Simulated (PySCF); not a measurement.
# 2,2,2-trifluoroethanethiol (C₂H₃F₃S): NMR shifts at several levels of theory

Aim: compute the NMR shifts of 2,2,2-trifluoroethanethiol (C₂H₃F₃S) (`FC(F)(F)CS`) at several levels, and see how far they spread and what each costs.

Programs: PySCF 2.14.0, with density-fitted response routines of our own. Each step states its level of theory. These are calculated values for one molecule in the gas phase, unless marked as measured. Atoms count from 0, in the outputs and in this text.

## Step 1: Starting geometry

9 atoms, charge 0, multiplicity 1; geometry from: GFN2-xTB.

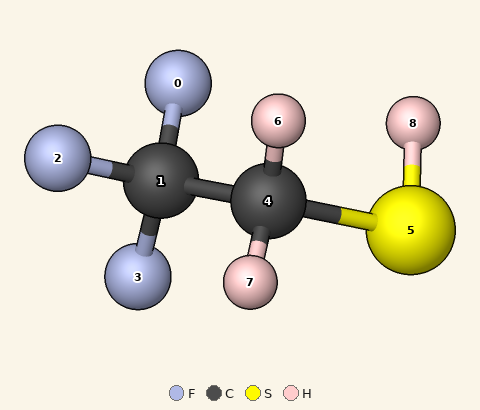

As it starts; fluorine light blue, carbon dark grey, sulfur yellow, hydrogen pink, atoms numbered.

## Step 2: Optimising the geometry at PBE0-D3(BJ)/def2-SVP

The job: settings as JSON, then the geometry in Å.

```
{"job": {"xc": "PBE0", "basis": "def2-SVP", "d3": "d3bj", "grid": 1, "kind": "geom"}, "charge": 0, "multiplicity": 1}
F     -0.954353     0.835542     1.105030
C     -0.887483     0.156471    -0.050490
F     -1.911686    -0.713030    -0.040007
F     -1.133166     1.028366    -1.029448
C      0.433991    -0.570374    -0.213140
S      1.851440     0.575382    -0.215848
H      0.536895    -1.297814     0.592651
H      0.438892    -1.077143    -1.177781
H      1.639031     1.068593     1.003854
```

The log of the run:

```text
step   0  E = -774.83200069  max force = 0.018140
step   1  E = -774.83182515  max force = 0.014240
step   2  E = -774.83282973  max force = 0.005082
step   3  E = -774.83299031  max force = 0.001666
step   4  E = -774.83300665  max force = 0.000823
step   5  E = -774.83301091  max force = 0.000231
optimisation converged
```

Run time: 15 s. Hardware: 1 thread, shared host.

The steps of the relaxation: (the energy doesn't fall at every step)

```csv
step,energy from step 0 (eV),largest force component (eV/Å)
0,0.0000,0.9328
1,0.0048,0.7323
2,-0.0226,0.2613
3,-0.0269,0.0857
4,-0.0274,0.0423
5,-0.0275,0.0119
```

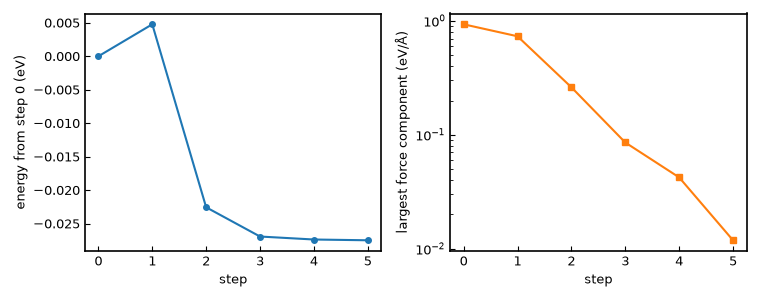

Energy and force, step by step.

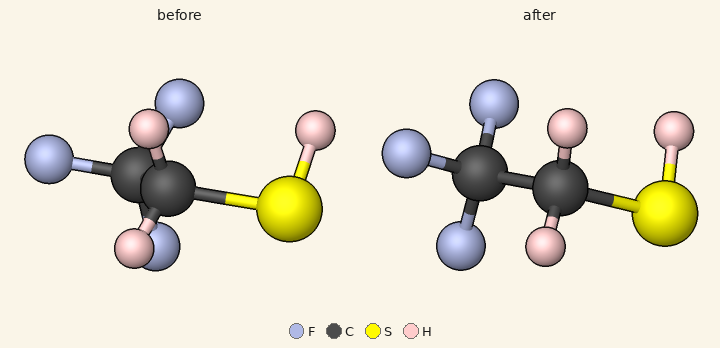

The geometry before (left) and after (right).

Distances of close pairs at the start and the end, largest changes first:

| bond | before (Å) | after (Å) | change (Å) |
| --- | --- | --- | --- |
| S5–H8 | 1.333 | 1.350 | +0.017 |
| C4–S5 | 1.823 | 1.807 | -0.015 |
| C4–H7 | 1.090 | 1.099 | +0.009 |
| C4–H6 | 1.090 | 1.099 | +0.009 |
| C1–F2 | 1.344 | 1.338 | -0.005 |
| C1–C4 | 1.517 | 1.512 | -0.005 |
| F0–C1 | 1.342 | 1.337 | -0.005 |
| C1–F3 | 1.334 | 1.329 | -0.004 |

The end geometry stands in the next job.

| at the end point | value |
| --- | --- |
| point group (found at 0.08 Å tolerance) | C1 |
| rotational constants (GHz, main isotopes) | 5.284, 1.782, 1.771 |
| dipole moment (D) | 1.66 |

## Step 3: Nuclear shieldings: WP04/pcSseg-2

The job: settings as JSON, then the geometry in Å.

```
{"job": {"kind": "nmr", "xc": "WP04", "basis": "pcSseg-2", "pop": false}, "charge": 0, "multiplicity": 1}
F     -1.365742     0.237015     0.964354
C     -0.835666    -0.375689    -0.098875
F     -1.145870    -1.674306    -0.008995
F     -1.430653     0.109647    -1.184191
C      0.665871    -0.206999    -0.140558
S      1.221887     1.510274    -0.231435
H      1.094348    -0.726111     0.728479
H      1.037566    -0.706358    -1.046342
H      0.794780     1.858371     1.001206
```

Method: GIAO WP04/pcSseg-2 NMR shielding, non-relativistic, gas phase.

The log of the run:

```text
coarse grid: 8920 points
cycle   1  E = -786.4721083827  dE =  8.668e-01  |g| = 1.329e+00  |ddm| = 2.064e+00
cycle   2  E = -786.0719637233  dE =  4.001e-01  |g| = 2.138e+00  |ddm| = 1.315e+00
cycle   3  E = -786.7168876384  dE = -6.449e-01  |g| = 1.452e-01  |ddm| = 8.450e-01
cycle   4  E = -786.7204752872  dE = -3.588e-03  |g| = 6.561e-02  |ddm| = 1.439e-01
cycle   5  E = -786.7214163133  dE = -9.410e-04  |g| = 2.105e-02  |ddm| = 5.814e-02
cycle   6  E = -786.7215169035  dE = -1.006e-04  |g| = 3.122e-03  |ddm| = 1.896e-02
cycle   7  E = -786.7215186151  dE = -1.712e-06  |g| = 8.096e-04  |ddm| = 2.858e-03
final grid: 85096 points
cycle   8  E = -786.7192160101  dE = -1.290e-04  |g| = 6.434e-03  |ddm| = 4.313e-02
cycle   9  E = -786.7192056749  dE =  1.034e-05  |g| = 1.011e-02  |ddm| = 7.393e-03
cycle  10  E = -786.7192230640  dE = -1.739e-05  |g| = 5.112e-04  |ddm| = 4.783e-03
cycle  11  E = -786.7192231106  dE = -4.668e-08  |g| = 2.141e-04  |ddm| = 7.755e-04
cycle  12  E = -786.7192231208  dE = -1.015e-08  |g| = 4.835e-05  |ddm| = 2.424e-04
cycle  13  E = -786.7192231212  dE = -3.836e-10  |g| = 1.511e-05  |ddm| = 3.593e-05
converged SCF energy = -786.7192231212

GIAO shielding tensors (ppm)
atom      isotropic    diamagn.    paramagn.     s11        s22        s33       span
  0 F      260.444     473.551    -213.107    169.984    261.084    350.264    180.279
  1 C       32.108     240.971    -208.863     27.819     32.498     36.005      8.186
  2 F      253.225     471.543    -218.319    162.156    247.831    349.687    187.531
  3 F      261.014     471.470    -210.456    173.068    260.304    349.671    176.603
  4 C      134.593     245.279    -110.686    112.366    135.158    156.256     43.890
  5 S      534.096    1058.255    -524.159    373.560    462.409    766.319    392.759
  6 H       28.470      30.131      -1.661     22.900     28.523     33.987     11.087
  7 H       29.089      29.630      -0.541     24.175     28.556     34.536     10.360
  8 H       29.753      30.639      -0.885     22.820     28.434     38.006     15.186
```

Run time: 20 s. Hardware: 1 thread, shared host.

The references, computed at this level on geometries of the same kind, shield at (ppm): 1H TMS 31.61, 13C TMS 172.1, 19F CFCl3 177.3, 33S CS2 469. Their shielding less the atom's gives the shift. The references are single molecules in the gas phase, so shifts against H2O, NH3, PH3, H3PO4 or CFCl3 are not on the usual liquid scales and can be off by tens of ppm. Atoms listed in one row are averaged.

```
     atoms                         environment  σ (ppm)  δ (ppm)
        C1                          CF3 carbon     32.1    140.0
        C4                 sp3 CH2 bonded to S    134.6     37.5
    H6, H7  hydrogen on an sp3 CH2 bonded to S    28.78     2.83
        H8          hydrogen on a thiol sulfur    29.75     1.86
F0, F2, F3             fluorine of a CF3 group    258.2    -80.9
        S5                        thiol sulfur      534      -66
```

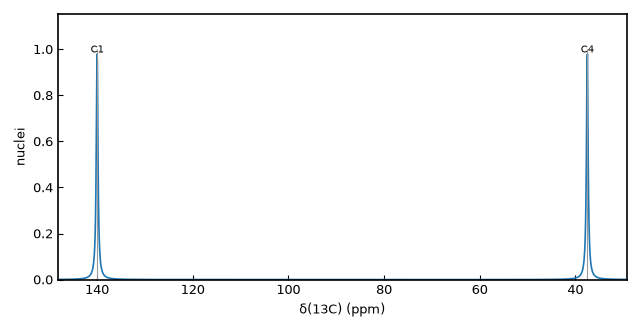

13C lines at the computed shifts, without couplings. Lines are broadened to a width of 0.41 ppm (Lorentzian).

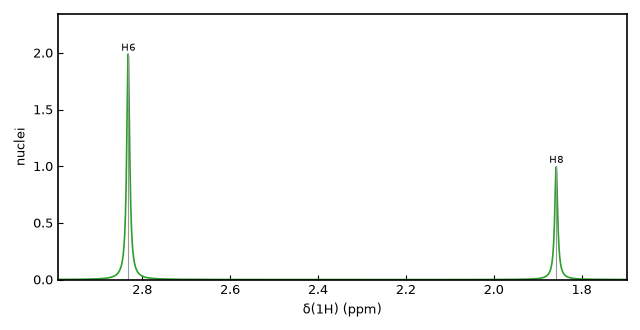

1H lines at the computed shifts, without couplings. Lines are broadened to a width of 0.01 ppm (Lorentzian).

## Step 4: Shielding tensors: B97-2/pcSseg-2

Same as in step 3 but for these lines:

```diff
@@ -1,2 +1,2 @@
-{"job": {"kind": "nmr", "xc": "WP04", "basis": "pcSseg-2", "pop": false}, "charge": 0, "multiplicity": 1}
+{"job": {"kind": "nmr", "xc": "B97-2", "basis": "pcSseg-2", "pop": false}, "charge": 0, "multiplicity": 1}
 F     -1.365742     0.237015     0.964354
```

Level: GIAO B97-2/pcSseg-2 NMR shielding, non-relativistic, gas phase.

The log of the run:

```text
coarse grid: 8920 points
cycle   1  E = -775.7092773685  dE =  8.598e-01  |g| = 9.252e-01  |ddm| = 2.074e+00
cycle   2  E = -775.5532463967  dE =  1.560e-01  |g| = 1.407e+00  |ddm| = 9.304e-01
cycle   3  E = -775.8433032140  dE = -2.901e-01  |g| = 6.199e-02  |ddm| = 5.579e-01
cycle   4  E = -775.8438397741  dE = -5.366e-04  |g| = 4.023e-02  |ddm| = 7.214e-02
cycle   5  E = -775.8442181486  dE = -3.784e-04  |g| = 6.777e-03  |ddm| = 3.212e-02
cycle   6  E = -775.8442285474  dE = -1.040e-05  |g| = 1.883e-03  |ddm| = 8.970e-03
cycle   7  E = -775.8442292000  dE = -6.527e-07  |g| = 3.956e-04  |ddm| = 2.158e-03
final grid: 85096 points
cycle   8  E = -775.8410071036  dE = -9.309e-05  |g| = 9.162e-03  |ddm| = 3.927e-02
cycle   9  E = -775.8409995100  dE =  7.594e-06  |g| = 1.154e-02  |ddm| = 6.882e-03
cycle  10  E = -775.8410169018  dE = -1.739e-05  |g| = 9.633e-04  |ddm| = 4.094e-03
cycle  11  E = -775.8410170443  dE = -1.425e-07  |g| = 3.127e-04  |ddm| = 7.020e-04
cycle  12  E = -775.8410170653  dE = -2.101e-08  |g| = 7.631e-05  |ddm| = 2.937e-04
cycle  13  E = -775.8410170665  dE = -1.197e-09  |g| = 2.082e-05  |ddm| = 7.392e-05
cycle  14  E = -775.8410170666  dE = -9.277e-11  |g| = 3.148e-06  |ddm| = 1.651e-05
converged SCF energy = -775.8410170666

GIAO shielding tensors (ppm)
atom      isotropic    diamagn.    paramagn.     s11        s22        s33       span
  0 F      263.795     470.818    -207.023    178.119    268.710    344.555    166.435
  1 C       49.923     240.451    -190.528     46.866     50.856     52.047      5.180
  2 F      255.631     468.593    -212.961    169.315    254.564    343.015    173.700
  3 F      264.523     468.716    -204.193    181.408    267.507    344.653    163.245
  4 C      149.429     246.076     -96.646    129.081    148.714    170.492     41.411
  5 S      606.317    1055.182    -448.866    469.915    525.607    823.429    353.514
  6 H       28.256      29.972      -1.716     22.302     28.260     34.207     11.905
  7 H       28.861      29.535      -0.674     23.658     28.263     34.663     11.005
  8 H       29.353      30.297      -0.944     22.128     27.756     38.174     16.046
```

Wall time 22 s (1 thread, shared host).

In short: δ C1 133.5, C4 34.0, F0 -83.9, S5 -99, H6 2.80, H8 2.01 ppm (means over like atoms).

## Step 5: Nuclear shieldings: BHandHLYP/pcSseg-2

Same as in step 4 but for these lines:

```diff
@@ -1,2 +1,2 @@
-{"job": {"kind": "nmr", "xc": "B97-2", "basis": "pcSseg-2", "pop": false}, "charge": 0, "multiplicity": 1}
+{"job": {"kind": "nmr", "xc": "BHandHLYP", "basis": "pcSseg-2", "pop": false}, "charge": 0, "multiplicity": 1}
 F     -1.365742     0.237015     0.964354
```

Method: GIAO BHandHLYP/pcSseg-2 NMR shielding, non-relativistic, gas phase.

The log of the run:

```text
coarse grid: 8920 points
cycle   1  E = -775.6238157776  dE =  9.495e-01  |g| = 9.265e-01  |ddm| = 2.039e+00
cycle   2  E = -775.6033697095  dE =  2.045e-02  |g| = 1.066e+00  |ddm| = 8.593e-01
cycle   3  E = -775.7709530560  dE = -1.676e-01  |g| = 4.786e-02  |ddm| = 4.399e-01
cycle   4  E = -775.7713631407  dE = -4.101e-04  |g| = 2.469e-02  |ddm| = 5.095e-02
cycle   5  E = -775.7714887392  dE = -1.256e-04  |g| = 4.877e-03  |ddm| = 2.038e-02
cycle   6  E = -775.7714944484  dE = -5.709e-06  |g| = 1.386e-03  |ddm| = 5.503e-03
final grid: 85096 points
cycle   7  E = -775.7697649825  dE = -2.907e-05  |g| = 2.919e-03  |ddm| = 1.789e-02
cycle   8  E = -775.7697649675  dE =  1.506e-08  |g| = 2.942e-03  |ddm| = 3.380e-03
cycle   9  E = -775.7697665933  dE = -1.626e-06  |g| = 2.188e-04  |ddm| = 1.675e-03
cycle  10  E = -775.7697665997  dE = -6.411e-09  |g| = 1.070e-04  |ddm| = 1.752e-04
cycle  11  E = -775.7697666018  dE = -2.091e-09  |g| = 1.803e-05  |ddm| = 6.942e-05
cycle  12  E = -775.7697666018  dE = -7.435e-11  |g| = 4.259e-06  |ddm| = 1.919e-05
converged SCF energy = -775.7697666018

GIAO shielding tensors (ppm)
atom      isotropic    diamagn.    paramagn.     s11        s22        s33       span
  0 F      275.456     470.364    -194.908    186.897    281.572    357.900    171.003
  1 C       54.693     238.446    -183.754     50.055     53.959     60.064     10.009
  2 F      266.797     468.368    -201.571    177.750    266.081    356.560    178.810
  3 F      276.272     468.358    -192.086    190.026    280.476    358.314    168.287
  4 C      150.734     242.895     -92.161    131.173    149.243    171.786     40.613
  5 S      601.425    1054.272    -452.846    448.988    527.332    827.956    378.968
  6 H       28.394      29.768      -1.374     22.399     28.369     34.415     12.016
  7 H       28.989      29.413      -0.423     23.712     28.273     34.983     11.271
  8 H       29.341      30.149      -0.808     22.086     27.663     38.275     16.189
```

It took 22 s on 1 thread, shared host.

This run: δ C1 129.6, C4 33.5, F0 -70.8, S5 -101, H6 2.76, H8 2.11 ppm (means over like atoms).

## Step 6: Nuclear shieldings: CAM-B3LYP/pcSseg-2

Same as in step 5 but for these lines:

```diff
@@ -1,2 +1,2 @@
-{"job": {"kind": "nmr", "xc": "BHandHLYP", "basis": "pcSseg-2", "pop": false}, "charge": 0, "multiplicity": 1}
+{"job": {"kind": "nmr", "xc": "CAM-B3LYP", "basis": "pcSseg-2", "pop": false}, "charge": 0, "multiplicity": 1}
 F     -1.365742     0.237015     0.964354
```

Level: GIAO CAM-B3LYP/pcSseg-2 NMR shielding, non-relativistic, gas phase.

The log of the run:

```text
coarse grid: 8920 points
cycle   1  E = -775.6860531396  dE =  9.413e-01  |g| = 9.729e-01  |ddm| = 2.029e+00
cycle   2  E = -775.6138669156  dE =  7.219e-02  |g| = 1.273e+00  |ddm| = 9.463e-01
cycle   3  E = -775.8452490818  dE = -2.314e-01  |g| = 5.293e-02  |ddm| = 4.889e-01
cycle   4  E = -775.8457076704  dE = -4.586e-04  |g| = 2.592e-02  |ddm| = 5.806e-02
cycle   5  E = -775.8458352552  dE = -1.276e-04  |g| = 5.082e-03  |ddm| = 2.117e-02
cycle   6  E = -775.8458413392  dE = -6.084e-06  |g| = 1.536e-03  |ddm| = 6.070e-03
final grid: 85096 points
cycle   7  E = -775.8430027973  dE = -5.113e-05  |g| = 4.012e-03  |ddm| = 2.071e-02
cycle   8  E = -775.8430020812  dE =  7.162e-07  |g| = 4.556e-03  |ddm| = 4.283e-03
cycle   9  E = -775.8430056748  dE = -3.594e-06  |g| = 3.079e-04  |ddm| = 2.242e-03
cycle  10  E = -775.8430056839  dE = -9.093e-09  |g| = 1.811e-04  |ddm| = 2.365e-04
cycle  11  E = -775.8430056899  dE = -6.038e-09  |g| = 2.599e-05  |ddm| = 1.063e-04
cycle  12  E = -775.8430056901  dE = -1.417e-10  |g| = 5.106e-06  |ddm| = 2.774e-05
converged SCF energy = -775.8430056901

GIAO shielding tensors (ppm)
atom      isotropic    diamagn.    paramagn.     s11        s22        s33       span
  0 F      262.041     470.729    -208.688    173.260    268.180    344.683    171.423
  1 C       45.559     238.711    -193.152     42.032     46.362     48.284      6.252
  2 F      253.336     468.680    -215.344    163.838    253.021    343.148    179.311
  3 F      262.915     468.662    -205.747    176.690    267.132    344.921    168.230
  4 C      147.950     243.287     -95.337    127.528    145.793    170.529     43.001
  5 S      588.915    1054.584    -465.670    435.426    512.216    819.102    383.675
  6 H       28.253      29.913      -1.660     22.309     28.326     34.125     11.816
  7 H       28.853      29.608      -0.755     23.640     28.254     34.664     11.024
  8 H       29.227      30.067      -0.840     22.063     27.651     37.969     15.906
```

It took 29 s on 1 thread, shared host.

Key values: δ C1 137.0, C4 34.6, F0 -73.4, S5 -94, H6 2.78, H8 2.11 ppm (means over like atoms).

## Step 7: NMR shieldings: wB97X-D/pcSseg-2

Same as in step 6 but for these lines:

```diff
@@ -1,2 +1,2 @@
-{"job": {"kind": "nmr", "xc": "CAM-B3LYP", "basis": "pcSseg-2", "pop": false}, "charge": 0, "multiplicity": 1}
+{"job": {"kind": "nmr", "xc": "wB97X-D", "basis": "pcSseg-2", "pop": false}, "charge": 0, "multiplicity": 1}
 F     -1.365742     0.237015     0.964354
```

Level: GIAO wB97X-D/pcSseg-2 NMR shielding, non-relativistic, gas phase.

The log of the run:

```text
coarse grid: 8920 points
cycle   1  E = -775.6538285597  dE =  9.502e-01  |g| = 9.789e-01  |ddm| = 2.048e+00
cycle   2  E = -775.6254235331  dE =  2.841e-02  |g| = 1.163e+00  |ddm| = 9.220e-01
cycle   3  E = -775.8186713493  dE = -1.932e-01  |g| = 5.151e-02  |ddm| = 4.483e-01
cycle   4  E = -775.8191463591  dE = -4.750e-04  |g| = 2.211e-02  |ddm| = 5.753e-02
cycle   5  E = -775.8192440971  dE = -9.774e-05  |g| = 4.828e-03  |ddm| = 2.180e-02
cycle   6  E = -775.8192498791  dE = -5.782e-06  |g| = 1.163e-03  |ddm| = 6.621e-03
final grid: 85096 points
cycle   7  E = -775.8233621899  dE = -2.101e-04  |g| = 1.233e-02  |ddm| = 4.210e-02
cycle   8  E = -775.8233627468  dE = -5.569e-07  |g| = 1.236e-02  |ddm| = 9.662e-03
cycle   9  E = -775.8233823624  dE = -1.962e-05  |g| = 1.011e-03  |ddm| = 4.539e-03
cycle  10  E = -775.8233825365  dE = -1.741e-07  |g| = 3.286e-04  |ddm| = 7.296e-04
cycle  11  E = -775.8233825594  dE = -2.286e-08  |g| = 4.732e-05  |ddm| = 3.718e-04
cycle  12  E = -775.8233825601  dE = -6.594e-10  |g| = 1.729e-05  |ddm| = 9.001e-05
converged SCF energy = -775.8233825601

GIAO shielding tensors (ppm)
atom      isotropic    diamagn.    paramagn.     s11        s22        s33       span
  0 F      264.601     469.817    -205.216    178.032    270.347    345.423    167.391
  1 C       49.111     240.376    -191.265     45.881     49.860     51.591      5.710
  2 F      256.835     467.761    -210.927    169.575    256.807    344.121    174.546
  3 F      265.548     467.780    -202.232    181.470    269.635    345.539    164.069
  4 C      150.481     245.517     -95.036    130.342    148.627    172.473     42.131
  5 S      603.059    1054.828    -451.769    457.693    525.813    825.672    367.979
  6 H       28.359      29.848      -1.488     22.416     28.332     34.331     11.916
  7 H       28.910      29.444      -0.534     23.671     28.232     34.826     11.155
  8 H       29.289      30.094      -0.805     22.049     27.635     38.182     16.133
```

Run time: 28 s. Hardware: 1 thread, shared host.

This run: δ C1 135.3, C4 33.9, F0 -75.9, S5 -103, H6 2.72, H8 2.07 ppm (means over like atoms).

## Step 8: Nuclear shieldings: LC-wPBE/pcSseg-2

Same as in step 7 but for these lines:

```diff
@@ -1,2 +1,2 @@
-{"job": {"kind": "nmr", "xc": "wB97X-D", "basis": "pcSseg-2", "pop": false}, "charge": 0, "multiplicity": 1}
+{"job": {"kind": "nmr", "xc": "LC-wPBE", "basis": "pcSseg-2", "pop": false}, "charge": 0, "multiplicity": 1}
 F     -1.365742     0.237015     0.964354
```

Level: GIAO LC-wPBE/pcSseg-2 NMR shielding, non-relativistic, gas phase.

The log of the run:

```text
coarse grid: 8920 points
cycle   1  E = -775.4217553800  dE =  1.015e+00  |g| = 1.022e+00  |ddm| = 2.032e+00
cycle   2  E = -775.4228720794  dE = -1.117e-03  |g| = 1.148e+00  |ddm| = 9.302e-01
cycle   3  E = -775.6074841367  dE = -1.846e-01  |g| = 6.092e-02  |ddm| = 4.246e-01
cycle   4  E = -775.6082230127  dE = -7.389e-04  |g| = 2.338e-02  |ddm| = 6.509e-02
cycle   5  E = -775.6083426227  dE = -1.196e-04  |g| = 5.304e-03  |ddm| = 2.716e-02
cycle   6  E = -775.6083502117  dE = -7.589e-06  |g| = 1.179e-03  |ddm| = 9.159e-03
final grid: 85096 points
cycle   7  E = -775.6175599595  dE = -1.684e-04  |g| = 1.225e-02  |ddm| = 3.542e-02
cycle   8  E = -775.6175602260  dE = -2.666e-07  |g| = 1.205e-02  |ddm| = 8.403e-03
cycle   9  E = -775.6175782946  dE = -1.807e-05  |g| = 8.978e-04  |ddm| = 4.103e-03
cycle  10  E = -775.6175783952  dE = -1.006e-07  |g| = 2.554e-04  |ddm| = 5.698e-04
cycle  11  E = -775.6175784097  dE = -1.443e-08  |g| = 5.506e-05  |ddm| = 3.061e-04
cycle  12  E = -775.6175784108  dE = -1.084e-09  |g| = 1.960e-05  |ddm| = 1.004e-04
cycle  13  E = -775.6175784109  dE = -1.860e-10  |g| = 5.785e-06  |ddm| = 4.383e-05
converged SCF energy = -775.6175784109

GIAO shielding tensors (ppm)
atom      isotropic    diamagn.    paramagn.     s11        s22        s33       span
  0 F      266.122     469.771    -203.648    179.536    273.684    345.147    165.611
  1 C       49.761     240.579    -190.818     47.124     50.211     51.949      4.825
  2 F      258.549     467.611    -209.062    170.977    260.580    344.090    173.112
  3 F      267.034     467.695    -200.661    182.879    273.007    345.214    162.335
  4 C      155.309     244.425     -89.116    135.948    151.968    178.011     42.062
  5 S      616.503    1054.467    -437.965    463.692    543.483    842.333    378.641
  6 H       28.395      29.995      -1.600     22.384     28.270     34.529     12.145
  7 H       28.874      29.631      -0.757     23.521     28.048     35.054     11.533
  8 H       29.168      30.083      -0.915     21.836     27.411     38.256     16.420
```

Wall time 34 s (1 thread, shared host).

In short: δ C1 138.5, C4 33.0, F0 -60.3, S5 -116, H6 2.68, H8 2.15 ppm (means over like atoms).

## Step 9: Side by side: NMR shifts

Shifts (ppm), means over like atoms, with basis size and wall time:

```csv
run,C1,C4,H6,H8,F0,S5,functions,time
WP04/pcSseg-2,140.0,37.5,2.83,1.86,-80.9,-66,265,20 s
B97-2/pcSseg-2,133.5,34.0,2.80,2.01,-83.9,-99,265,22 s
BHandHLYP/pcSseg-2,129.6,33.5,2.76,2.11,-70.8,-101,265,22 s
CAM-B3LYP/pcSseg-2,137.0,34.6,2.78,2.11,-73.4,-94,265,29 s
wB97X-D/pcSseg-2,135.3,33.9,2.72,2.07,-75.9,-103,265,28 s
LC-wPBE/pcSseg-2,138.5,33.0,2.68,2.15,-60.3,-116,265,34 s
```

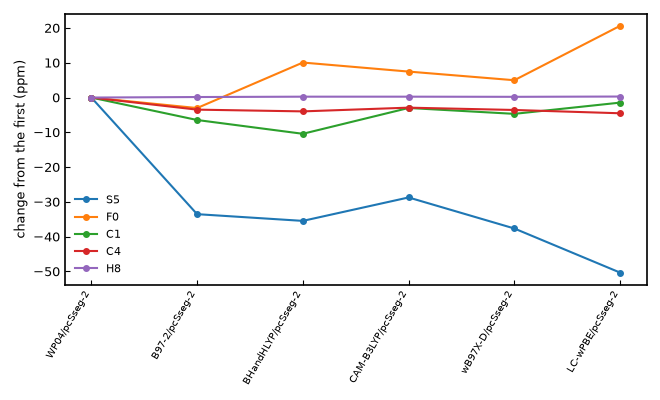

How five of the tabulated atoms move from run to run.

## Step 10: Outcome

| quantity | value |
| --- | --- |
| point group | C1 |
| rotational constants (main isotopes) | 5.28, 1.78, 1.77 GHz |
| 13C shifts against TMS (WP04/pcSseg-2) | 140.0, 37.5 ppm |
| 1H shifts against TMS (WP04/pcSseg-2, means over atoms taken as alike) | 2.83, 1.86 ppm |
| 19F shifts against CFCl3 (WP04/pcSseg-2, means over atoms taken as alike) | -80.9 ppm |
| 33S shifts against CS2 (WP04/pcSseg-2) | -66 ppm |
| range of the shift of S5 | -116 to -66 ppm |

In words: Single values in the summary come from the first run of each kind that ended normally (WP04/pcSseg-2), which need not be the best level. Relaxing lowered the energy by 0.027 eV in 5 steps; the close pair that moved most is S5–H8, from 1.333 to 1.350 Å. At WP04/pcSseg-2: The widest tensor belongs to S5: span 393 ppm, with a paramagnetic part of -524 ppm. Across the 6 runs the shift of S5 moves most, between -116 (LC-wPBE/pcSseg-2) and -66 ppm (WP04/pcSseg-2).
